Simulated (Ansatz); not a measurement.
Two G0W0 runs on SnO2 (Cassiterite).

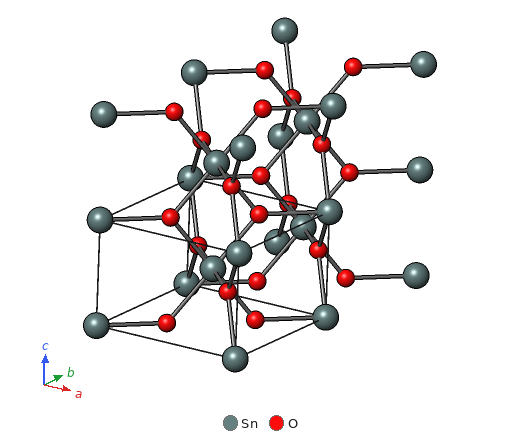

The structure (tin teal, oxygen red). 1×2×2 cells are drawn. Some periodic images of atoms are drawn too.

It takes space group P4_2/mnm (No. 136, tetragonal). The conventional cell has a = 4.738 Å, b = 4.738 Å, c = 3.187 Å, α = 90.00°, β = 90.00°, γ = 90.00°. Sn has 6 O at 2.05 to 2.06 Å nearest. Nearest to O lie 3 Sn at 2.05 to 2.06 Å. Farther neighbours and most contacts between anions are not listed.

```cif
data_structure
_symmetry_space_group_name_H-M 'P 1'
_symmetry_Int_Tables_number 1
_cell_length_a 4.7380
_cell_length_b 4.7380
_cell_length_c 3.1865
_cell_angle_alpha 90.000
_cell_angle_beta 90.000
_cell_angle_gamma 90.000
_cell_volume 71.53
loop_
_atom_site_label
_atom_site_type_symbol
_atom_site_fract_x
_atom_site_fract_y
_atom_site_fract_z
_atom_site_occupancy
Sn1 Sn 0.00000 0.00000 0.00000 1
Sn2 Sn 0.50000 0.50000 0.50000 1
O3 O 0.30710 0.30710 0.00000 1
O4 O 0.19290 0.80710 0.50000 1
O5 O 0.69290 0.69290 0.00000 1
O6 O 0.80710 0.19290 0.50000 1
```

The cell and positions come from the Crystallography Open Database and are kept as given unless a step says otherwise. PAW set soft_2, made with PBE.

The first (Ansatz 0.2.0; start PBE, 4×4×6 mesh, 93 empty bands, screening to 69 eV; 1 × NVIDIA H100 80GB HBM3 (shared by 3 runs) with 3 threads of AMD EPYC 7R13 (Zen 3), shared host) gave, on its mesh: starting gap 1.28 eV, G0W0 gap 2.74 eV, RPA ε∞ (mean) 4.49, 13 s.

Q: The second changes empty bands from 93 to 263 and screening cutoff (eV) from 69 to 138. What does it give?

It gave: starting gap 1.28 eV, G0W0 gap 2.79 eV, RPA ε∞ (mean) 4.41, 26 s. The G0W0 gap moves by +0.05 eV, +0.00 eV from the start and +0.05 eV from the correction. Σc changes by −0.32 eV at the valence top and −0.27 eV at the conduction bottom, and Σx − Vxc between them by +0.00 eV.

Limits: not at the basis limit; no spin-orbit coupling.

[Paths, hosts, dates, memory and timing lines, banners, echoed tables and standing remarks are left out of the program output.]

[Logs are printed without paths, hosts, clocks, repeated set-up lines and the standing remarks that a program may print on its own settings, such as how far it seeks lower states.]

[Runs of the session that timed out or met a known fault of the program may be left out.]

[Cells called generated may have been cut or substituted from an entry of the Crystallography Open Database or the Materials Project.]

[Hosts, paths, dates, database ids (printed as entryN), source tags and the programs' standing remarks are cut or masked in the printed files.]
